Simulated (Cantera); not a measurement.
Charge: 1 mol SiH4, 3.9 mol O3, 49 mol H2, equilibrated at 0.0100 bar.

Cantera equilibrium calculation (NASA polynomials, part measured and part estimated; ideal gas, pure solids and liquids). Candidate condensed phases: H2O, Si, SiO2; 18 gas species. The tables hold silica as quartz up to 1696 K and as liquid above; real silica turns to tridymite and cristobalite and melts near 1996 K. Kinetics and transport are ignored.

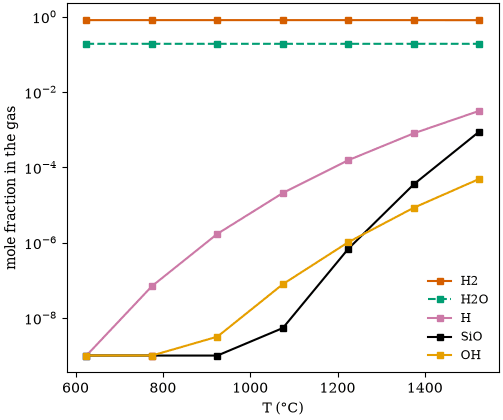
Equilibrium gas composition (values under 1e-9 drawn at 1e-9)

From 625 °C to 1375 °C the condensed part is SiO2(β-quartz). At 1525 °C the condensed part is SiO2(condensed).
